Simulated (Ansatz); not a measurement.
## Geometry relaxation, with input and output: Ga3N (part 1 of 2)

The run: geometry relaxation of Ga3N (4 atoms in the cell). Method and program: DFT, PBE, plane waves, PAW, no spin polarisation (Ansatz 0.2.0).

The structure was made by a generator, so it may or may not be a known phase. Figures and captions count atoms from 1; the log counts them from 0 in places.

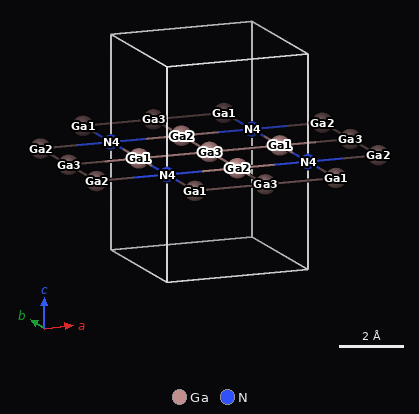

*The input geometry (ball-and-stick view of the cell of the calculation, with the vacuum cut short, seen slightly off an axis; neighbours outside the cell are drawn fainter; atoms are numbered from 1 in the order of the input).*

Near neighbours in the crystal (not all of them lie inside the picture): Ga has 2 Ga at 2.40 Å and 2 N at 2.40 Å; Ga has 4 Ga at 2.40 Å; N has 4 Ga at 2.40 Å.

Input file:
```yaml
crystal:
  lattice:
    - [4.7922257101, 0.0, 0.0]
    - [0.0, 4.7922257101, 0.0]
    - [0.0, 0.0, 23.8]
  atoms:
    - { symbol: Ga, position: [0.0, 0.5, 0.2941176471] }
    - { symbol: Ga, position: [0.5, 0.0, 0.2941176471] }
    - { symbol: Ga, position: [0.5, 0.5, 0.2941176471] }
    - { symbol: "N", position: [0.0, 0.0, 0.2941176471] }
  periodic: [true, true, false]
basis:
  ecutwfc: "350 eV"
kpoints:
  mp_grid: { grid: [10, 10, 1] }
hamiltonian:
  xc: pbe
scf:
  occupations: { method: gaussian, width: 0.1 }
  initial_density: { chi_scale: 0.3 }
  lower_state_search: full
output:
  forces: true
  eigenvalues: true
  stress: true
relax:
  adjacent_minimum: "off"
  f_tol: 0.01
  max_steps: 80
  cell: { stress_2d_tol: 0.02 }
```

Run on 1 thread of Arm Neoverse V1, 24 GiB of memory available, shared host.

Command:
```bash
ansatz run input.yaml --threads 1 --pin off --max-ram 2048MiB --backend cpu --events-out ev --progress --plain --runs-dir out
```

The program's output:
```
Warning: basis.ecutwfc = 350 eV is below the records' recommended 420 eV, and the density's cutoff is lower with it unless basis.ecutrho_ratio is high enough to keep the records' density cutoff: compare with a run at a higher cutoff
The last accepted step is kept in [file] (removed where the run ends without a failure and the disk answers)
the run goes by scf.lower_state_search full: where its kind and settings allow, a search for a lower-energy state can add stability tests and further SCF calculations, which can take many times as long as the SCF (see the manual's entry of the key); standard usually adds fewer, off none
Engine: ansatz 0.2.0, aarch64-unknown-linux-gnu
Pseudopotentials: kind: paw
Pseudopotential: Ga, paw, valence charge 13, recommended cutoff 420 eV (normal), Ga.paw.azcp
Pseudopotential: N, paw, valence charge 5, recommended cutoff 420 eV (normal), N.paw.azcp
Functional definition: PBE
  parameter kappa = 0.804
  parameter beta = 0.06672455060314922
  exchange = pbe_x(kappa = kappa, mu = beta*pi^2/3)
  correlation = pbe_c(beta = beta)
Crystal: 4 atoms, lattice volume = 546.577 Å³
Basis set: ecut = 350 eV, 8169 PW (Γ), exchange–correlation on 60×60×300 points (8 copies of the dense FFT grid, shifted against one another)
Bands: 27, of which v1, the nominal top of the filled ones, is band 22 counted from 1 (21 counted from 0)
Symmetry: 16 space group operations
Space group: P4/mmm (ITA 123), of the structure as read, at distance tolerance 8.2e-5 Å
k-points: 21 of 100
Non-local potential: Ga, projectors of the file, l = 0: 2, l = 1: 2, l = 2: 3, l = 3: 1
Non-local potential: N, projectors of the file, l = 0: 2, l = 1: 2, l = 2: 1
PAW form: soft (Blöchl's): semilocal exchange-correlation on the pseudo side does not see the compensation charge
PAW one-centre angular grid: Ga, 590 points (default); XC on 64 Gauss nodes
PAW one-centre angular grid: N, 110 points (default); XC on 64 Gauss nodes
Initial density: superposition of atomic densities (chi_scale 0.3, normalization cell, long waves kept (reshape's long-wave potential 0.20 eV rms))
Initial wavefunctions: pseudopotential atomic-orbital guess
Functional: x = pbe(κ = 0.804, μ = 0.2195149727645171), c = pbe(β = 0.06672455060314922)
SCF iter   1: F=—  HF=-11746.503735 eV  |F-HF|=—  |Δ(HF+E_count)|=         —  Δρ=8.84e-2  dr2=9.14e1  ethr=3.10e-3  ⟨swp⟩=8.3  Hψ=2858  notcnv=0
preconditioner: auto → LDOS  [insulator: Δε(μ)=0.129 eV  Ē_g=16.961 eV  σ=0.100 eV  W_gap=0.56  n_scr=48 (ndim 8)  ℏωp=10.5 eV  f_vac=0.786  D(μ)=3.38/eV (n_scr^D=8)  ε∞_Penn≈1.4  β→1.0]
SCF iter   2: F=—  HF=-11728.899725 eV  |F-HF|=—  |Δ(HF+E_count)|=    1.76e1  Δρ=4.07e-2  dr2=6.88e0  ethr=3.10e-3  ⟨swp⟩=5.3  Hψ=2332  notcnv=0  defer=12
SCF iter   3: F=—  HF=-11729.038680 eV  |F-HF|=—  |Δ(HF+E_count)|=   1.39e-1  Δρ=2.39e-2  dr2=5.05e0  ethr=3.10e-3  ⟨swp⟩=4.4  Hψ=1775  notcnv=0  defer=6
SCF iter   4: F=—  HF=-11728.575337 eV  |F-HF|=—  |Δ(HF+E_count)|=   4.63e-1  Δρ=9.58e-3  dr2=7.92e-1  ethr=3.10e-3  ⟨swp⟩=2.9  Hψ=1150  notcnv=0  defer=6
SCF iter   5: F=—  HF=-11728.502452 eV  |F-HF|=—  |Δ(HF+E_count)|=   7.29e-2  Δρ=2.25e-3  dr2=4.05e-2  ethr=1.80e-3  ⟨swp⟩=3.6  Hψ=1132  notcnv=0  defer=7
SCF iter   6: F=—  HF=-11728.495325 eV  |F-HF|=—  |Δ(HF+E_count)|=   7.13e-3  Δρ=1.36e-3  dr2=2.01e-2  ethr=9.20e-5  ⟨swp⟩=3.1  Hψ=1308  notcnv=0  defer=5
SCF iter   7: F=—  HF=-11728.494077 eV  |F-HF|=—  |Δ(HF+E_count)|=   1.25e-3  Δρ=6.48e-4  dr2=3.72e-3  ethr=4.58e-5  ⟨swp⟩=2.5  Hψ=928  notcnv=0  defer=4
SCF iter   8: F=—  HF=-11728.493699 eV  |F-HF|=—  |Δ(HF+E_count)|=   3.78e-4  Δρ=2.37e-4  dr2=5.00e-4  ethr=8.44e-6  ⟨swp⟩=1.9  Hψ=828  notcnv=0  defer=4
SCF iter   9: F=—  HF=-11728.493684 eV  |F-HF|=—  |Δ(HF+E_count)|=   1.54e-5  Δρ=4.44e-5  dr2=1.41e-5  ethr=1.14e-6  ⟨swp⟩=2.7  Hψ=967  notcnv=0  defer=4
SCF iter  10: F=—  HF=-11728.493661 eV  |F-HF|=—  |Δ(HF+E_count)|=   2.22e-5  Δρ=1.49e-5  dr2=9.72e-7  ethr=3.21e-8  ⟨swp⟩=3.0  Hψ=1112  notcnv=0  defer=4
SCF iter  11: F=—  HF=-11728.493662 eV  |F-HF|=—  |Δ(HF+E_count)|=   8.49e-7  Δρ=8.54e-6  dr2=4.24e-7  ethr=2.21e-9  ⟨swp⟩=2.4  Hψ=919  notcnv=0  defer=4
iter 12 did not close the SCF: its close was put off until two iterations running show no level that it waits for move by more than its bar (scf_convergence_deferred on its scf_iter line)
SCF iter  12: F=-11728.493662 eV  HF=-11728.493662 eV  |F-HF|=9.03e-9  |Δ(HF+E_count)|=   9.71e-8  Δρ=1.06e-6  dr2=5.61e-9  ethr=2.27e-10  ⟨swp⟩=10.3  Hψ=3883  notcnv=0
SCF iter  13: F=-11728.493662 eV  HF=-11728.493662 eV  |F-HF|=2.04e-9  |Δ(HF+E_count)|=   1.09e-8  Δρ=2.90e-7  dr2=5.29e-10  ethr=1.27e-11  ⟨swp⟩=1.9  Hψ=1787  notcnv=0
SCF 1 converged in 13 iterations: F = -11728.493662 eV  dr2 = 5.29e-10
  greatest PAW one-centre occupation: 0.995 electrons in one spin orbital (limit 2), on the Ga atom at site 1 (counted from 0), in its partial waves of l = 2
relax step   1: F+E_penalty+E_count = -11728.49366234 eV  Δ(F+E_penalty+E_count) = +0.000e0 eV  max|allowed force component| = 1.797e-29 eV/Å  Δτ_max = 0.0000 Å  P = -0.579 N/m  Ω = 546.577 Å³  fix = [c, alpha, beta]  reactions: c +0.000 N/m  (13 SCF iters, dr2 threshold 1.00e-7 eV, accepted)
Crystal: 4 atoms, lattice volume = 542.346 Å³
Basis set: ecut = 350 eV, 8049 PW (Γ), exchange–correlation on 60×60×300 points (8 copies of the dense FFT grid, shifted against one another)
Initial density: handed on by an earlier stage of this run
Initial wavefunctions: those handed on with the density
iter 1 solved again at ethr=1.16e-5 eV; its pass at ethr=3.10e-3 eV (dr2=5.12e-3 eV) is discarded
SCF iter   1: F=—  HF=-11728.504576 eV  |F-HF|=—  |Δ(HF+E_count)|=         —  Δρ=6.38e-4  dr2=5.41e-3  ethr=1.16e-5  ⟨swp⟩=2.1  Hψ=2909  notcnv=0
preconditioner: auto → LDOS  [metal: Δε(μ)=0.049 eV  Ē_g=14.169 eV  σ=0.100 eV  W_gap=0.27  n_scr=48 (ndim 8)  ℏωp=10.6 eV  f_vac=0.804  D(μ)=3.88/eV (n_scr^D=8)  β→1.0]
SCF iter   2: F=—  HF=-11728.503411 eV  |F-HF|=—  |Δ(HF+E_count)|=   1.17e-3  Δρ=3.05e-4  dr2=6.26e-4  ethr=1.16e-5  ⟨swp⟩=1.6  Hψ=582  notcnv=0
SCF iter   3: F=—  HF=-11728.503890 eV  |F-HF|=—  |Δ(HF+E_count)|=   4.79e-4  Δρ=1.43e-4  dr2=1.99e-4  ethr=1.42e-6  ⟨swp⟩=2.1  Hψ=986  notcnv=0
SCF iter   4: F=—  HF=-11728.503890 eV  |F-HF|=—  |Δ(HF+E_count)|=   2.64e-8  Δρ=1.52e-5  dr2=1.90e-6  ethr=4.52e-7  ⟨swp⟩=2.0  Hψ=716  notcnv=0
SCF iter   5: F=-11728.503898 eV  HF=-11728.503898 eV  |F-HF|=2.50e-7  |Δ(HF+E_count)|=   8.14e-6  Δρ=6.75e-6  dr2=3.36e-7  ethr=9.09e-10  ⟨swp⟩=12.1  Hψ=3355  notcnv=0
SCF 2 converged in 5 iterations: F = -11728.503898 eV  dr2 = 3.36e-7
relax step   2: F+E_penalty+E_count = -11728.50389805 eV  Δ(F+E_penalty+E_count) = -1.024e-2 eV  max|allowed force component| = 1.962e-29 eV/Å  Δτ_max = 0.0000 Å  P = -0.277 N/m  Ω = 542.346 Å³  energy of the carried Pulay correction = +5.480e-3 eV  fix = [c, alpha, beta]  reactions: c +0.000 N/m  (5 SCF iters, dr2 threshold 4.00e-7 eV, accepted)
Crystal: 4 atoms, lattice volume = 538.514 Å³
Basis set: ecut = 350 eV, 8001 PW (Γ), exchange–correlation on 60×60×300 points (8 copies of the dense FFT grid, shifted against one another)
iter 1 solved again at ethr=8.98e-6 eV; its pass at ethr=3.10e-3 eV (dr2=3.95e-3 eV) is discarded
SCF iter   1: F=—  HF=-11728.510832 eV  |F-HF|=—  |Δ(HF+E_count)|=         —  Δρ=5.61e-4  dr2=4.18e-3  ethr=8.98e-6  ⟨swp⟩=2.3  Hψ=2886  notcnv=0
preconditioner: auto → LDOS  [metal: Δε(μ)=0.050 eV  Ē_g=14.194 eV  σ=0.100 eV  W_gap=0.27  n_scr=48 (ndim 8)  ℏωp=10.6 eV  f_vac=0.804  D(μ)=3.91/eV (n_scr^D=8)  β→1.0]
SCF iter   2: F=—  HF=-11728.509978 eV  |F-HF|=—  |Δ(HF+E_count)|=   8.53e-4  Δρ=2.76e-4  dr2=5.46e-4  ethr=8.98e-6  ⟨swp⟩=1.4  Hψ=577  notcnv=0
SCF iter   3: F=—  HF=-11728.510282 eV  |F-HF|=—  |Δ(HF+E_count)|=   3.04e-4  Δρ=1.27e-4  dr2=1.46e-4  ethr=1.24e-6  ⟨swp⟩=2.3  Hψ=1037  notcnv=0
SCF iter   4: F=—  HF=-11728.510268 eV  |F-HF|=—  |Δ(HF+E_count)|=   1.39e-5  Δρ=2.92e-5  dr2=3.25e-6  ethr=3.33e-7  ⟨swp⟩=2.2  Hψ=998  notcnv=0
SCF iter   5: F=—  HF=-11728.510271 eV  |F-HF|=—  |Δ(HF+E_count)|=   2.62e-6  Δρ=1.29e-5  dr2=8.03e-7  ethr=7.39e-9  ⟨swp⟩=3.0  Hψ=1406  notcnv=0
SCF iter   6: F=-11728.510273 eV  HF=-11728.510273 eV  |F-HF|=3.43e-7  |Δ(HF+E_count)|=   2.15e-6  Δρ=2.85e-6  dr2=7.37e-8  ethr=4.36e-10  ⟨swp⟩=7.7  Hψ=3362  notcnv=0
SCF 3 converged in 6 iterations: F = -11728.510273 eV  dr2 = 7.37e-8
relax step   3: F+E_penalty+E_count = -11728.51027310 eV  Δ(F+E_penalty+E_count) = -6.375e-3 eV  max|allowed force component| = 7.112e-30 eV/Å  Δτ_max = 0.0000 Å  P = +0.004 N/m  Ω = 538.514 Å³  energy of the carried Pulay correction = +1.048e-2 eV  fix = [c, alpha, beta]  reactions: c +0.000 N/m  (6 SCF iters, dr2 threshold 1.92e-7 eV, accepted)
Initial wavefunctions: pseudopotential atomic-orbital guess (no wavefunctions were taken with the density)
iter 1 solved again at ethr=1.05e-7 eV; its pass at ethr=3.10e-3 eV (dr2=4.62e-5 eV) is discarded
SCF iter   1: F=—  HF=-11728.500746 eV  |F-HF|=—  |Δ(HF+E_count)|=         —  Δρ=6.67e-5  dr2=1.66e-5  ethr=1.05e-7  ⟨swp⟩=5.8  Hψ=5564  notcnv=0
preconditioner: auto → LDOS  [metal: Δε(μ)=0.053 eV  Ē_g=14.187 eV  σ=0.100 eV  W_gap=0.29  n_scr=48 (ndim 8)  ℏωp=10.6 eV  f_vac=0.804  D(μ)=3.87/eV (n_scr^D=8)  β→1.0]
SCF iter   2: F=—  HF=-11728.500728 eV  |F-HF|=—  |Δ(HF+E_count)|=   1.72e-5  Δρ=5.36e-5  dr2=8.45e-6  ethr=3.77e-8  ⟨swp⟩=2.2  Hψ=1057  notcnv=0
SCF iter   3: F=—  HF=-11728.500747 eV  |F-HF|=—  |Δ(HF+E_count)|=   1.86e-5  Δρ=1.65e-5  dr2=7.69e-7  ethr=1.92e-8  ⟨swp⟩=2.9  Hψ=1255  notcnv=0
SCF iter   4: F=—  HF=-11728.500716 eV  |F-HF|=—  |Δ(HF+E_count)|=   3.10e-5  Δρ=3.76e-6  dr2=1.02e-7  ethr=1.75e-9  ⟨swp⟩=2.6  Hψ=1262  notcnv=0
SCF iter   5: F=—  HF=-11728.500717 eV  |F-HF|=—  |Δ(HF+E_count)|=   5.86e-7  Δρ=1.72e-6  dr2=2.72e-8  ethr=2.32e-10  ⟨swp⟩=2.1  Hψ=990  notcnv=0
SCF iter   6: F=—  HF=-11728.500717 eV  |F-HF|=—  |Δ(HF+E_count)|=   3.14e-7  Δρ=1.04e-6  dr2=8.07e-9  ethr=6.18e-11  ⟨swp⟩=2.5  Hψ=1182  notcnv=0
SCF iter   7: F=—  HF=-11728.500717 eV  |F-HF|=—  |Δ(HF+E_count)|=   1.03e-7  Δρ=1.93e-7  dr2=1.76e-10  ethr=1.83e-11  ⟨swp⟩=2.4  Hψ=1182  notcnv=0
SCF iter   8: F=-11728.500717 eV  HF=-11728.500717 eV  |F-HF|=1.78e-10  |Δ(HF+E_count)|=   3.86e-9  Δρ=3.11e-8  dr2=6.30e-12  ethr=1.00e-12  ⟨swp⟩=9.6  Hψ=4328  notcnv=0
SCF 4 converged in 8 iterations: F = -11728.500717 eV  dr2 = 6.30e-12
  greatest PAW one-centre occupation: 0.995 electrons in one spin orbital (limit 2), on the Ga atom at site 0 (counted from 0), in its partial waves of l = 2
relax step   4: F+E_penalty+E_count = -11728.50071698 eV  Δ(F+E_penalty+E_count) = +9.556e-3 eV  max|allowed force component| = 6.878e-30 eV/Å  Δτ_max = 0.0000 Å  P = -0.062 N/m  Ω = 538.514 Å³  fix = [c, alpha, beta]  reactions: c +0.000 N/m  stress off target by 6.21e-2 N/m on what of the cell is left free  SCF on the basis re-selected at this cell (its energy is not comparable with the rows above)  (8 SCF iters)
basis re-selected at this cell: Δ(F+E_penalty+E_count) = +9.556e-3 eV, ΔP = -0.066 N/m vs the last step (what re-selecting the basis moved, of the pressure what is left beyond the Pulay correction that the steps carried, after the strain that the cell walked since its last selection, with what the two solves' SCF thresholds leave and, on support functions, any second-order correction that the steps lacked; it is no measure of the basis error at this ecutwfc). This SCF's stress stands 6.21e-2 N/m from its target on what of the cell is left free (relax.cell.stress_2d_tol is 2.00e-2 N/m) and its largest allowed force component is 6.88e-30 eV/Å (relax.f_tol is 1.00e-2 eV/Å): not within both, so this SCF does not close the relaxation
Crystal: 4 atoms, lattice volume = 537.673 Å³
Basis set: ecut = 350 eV, 7985 PW (Γ), exchange–correlation on 60×60×300 points (8 copies of the dense FFT grid, shifted against one another)
iter 1 solved again at ethr=4.24e-7 eV; its pass at ethr=3.10e-3 eV (dr2=1.86e-4 eV) is discarded
```
